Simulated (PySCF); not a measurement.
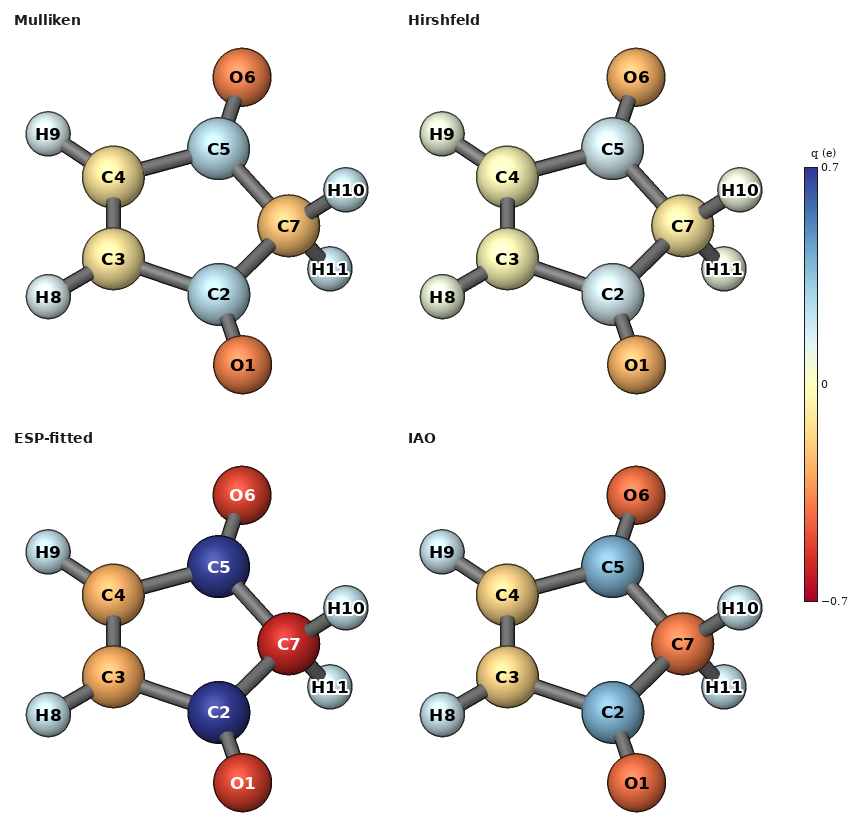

Atomic charges of one calculation by 4 schemes, on one colour scale. Computed geometry: PBE0-D3(BJ)/def2-SVP optimisation. No frequency run is at hand to confirm it as a minimum. Level of theory: PBE0/pcSseg-1 in benzene (IEF-PCM) (PySCF 2.14.0).

Which scheme gives the most polar picture (largest mean size of the charges)?

The ESP-fitted charges are the largest in size here, and the Hirshfeld charges the smallest.

On which atom do the schemes disagree most?

On C2 (from 0.16 to 0.69 e); C5 (from 0.16 to 0.68 e).

List the charges (e), one line for each set of equivalent atoms. Atoms whose distances differ by more than 0.02 Å in this geometry are listed apart.

| atom | Mulliken | Hirshfeld | ESP-fitted | IAO |
| --- | --- | --- | --- | --- |
| O1, O6 | −0.36 | −0.25 | −0.52 | −0.41 |
| C2, C5 | 0.24 | 0.16 | 0.69 | 0.38 |
| C3, C4 | −0.10 | −0.02 | −0.27 | −0.16 |
| C7 | −0.22 | −0.08 | −0.58 | −0.38 |
| H8, H9 | 0.14 | 0.08 | 0.20 | 0.18 |
| H10 | 0.20 | 0.07 | 0.20 | 0.19 |
| H11 | 0.20 | 0.07 | 0.20 | 0.20 |
